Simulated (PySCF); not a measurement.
**C7H12OSi: density, localisation and related maps**

```xyz
21

O     2.9173   -0.2349   -1.0698
C     2.3532   -0.5808    0.1777
C     0.9162   -0.1477    0.3200
C     0.4544    0.4959    1.3927
Si   -1.3709    0.9321    1.4778
C    -1.8908    0.2217   -0.2044
C    -0.8670    0.7018   -1.2443
C     0.0134   -0.4911   -0.8283
C    -1.2747   -1.1793   -0.3389
H     2.8419    0.7187   -1.1855
H     2.4072   -1.6745    0.2209
H     2.9562   -0.1736    1.0026
H     1.1341    0.7292    2.2016
H    -2.0476    0.2457    2.5830
H    -1.5893    2.3827    1.5269
H    -2.9426    0.3202   -0.4697
H    -1.2274    0.5999   -2.2677
H    -0.4386    1.6953   -1.1102
H     0.5761   -0.9886   -1.6196
H    -1.1881   -1.7866    0.5616
H    -1.7421   -1.7691   -1.1270
```

Geometry: GFN2-xTB.

All numbers below come from PySCF 2.14.0, PBE0/pcSseg-1, SCF density, gas phase, non-relativistic.

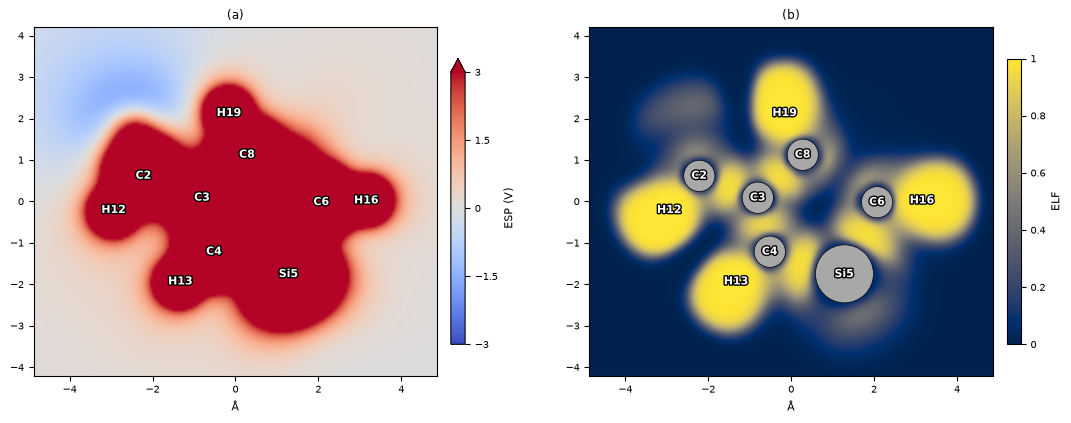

Figure 1. (a) molecular electrostatic potential; (b) ELF on the plane of atoms Si5, C6 and H16. Grey discs cover the atomic cores in the ELF map.

What does the map show?

The plane passes through C, Si and H nuclei. C–C (1.33 Å): the ELF peaks at about 0.90 between the atoms; a short, multiple covalent bond. C–Si (1.88 Å): the ELF peaks at about 0.95 between the atoms (localised, covalent bonding). C–C (1.50 Å): the ELF peaks at about 0.95 between the atoms (localised, covalent bonding). C–H (1.08 Å): the ELF climbs to about 1 towards the hydrogen, as it does in any bond to H; an ordinary covalent bond to hydrogen. Outside the dense part of the molecule the potential is most negative (−1.4 V) near O1, which lies off the plane.

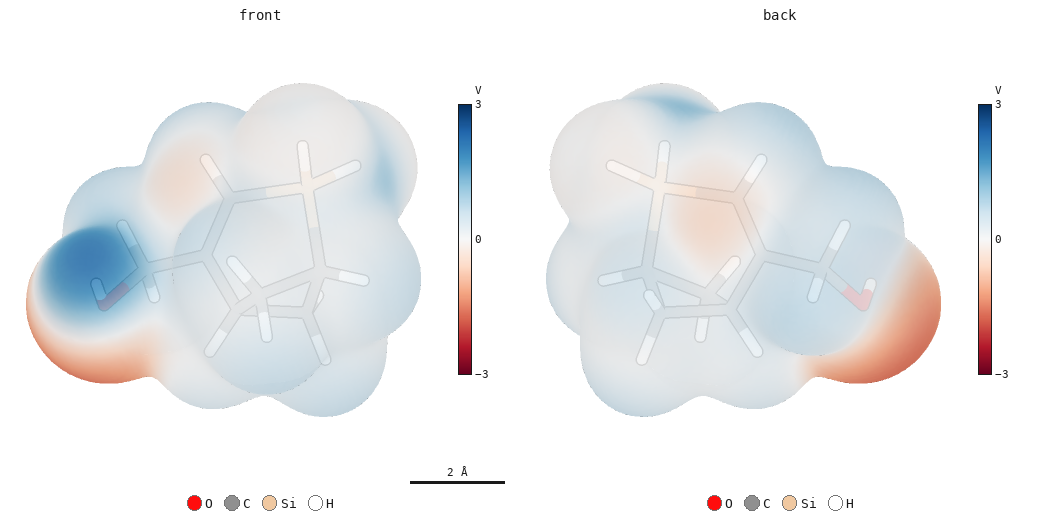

Figure 2. The electrostatic potential painted on the density surface at 0.002 e/bohr³, seen from the front and from behind; red is negative and blue positive.

Where is the surface potential most negative and most positive?

The most negative region (about −1.6 V) lies over O1, the most positive (about +2.1 V) over H10. O1 is the likeliest acceptor of a hydrogen bond.

How polar is the molecule by this calculation?

Its dipole moment is 0.75 D.
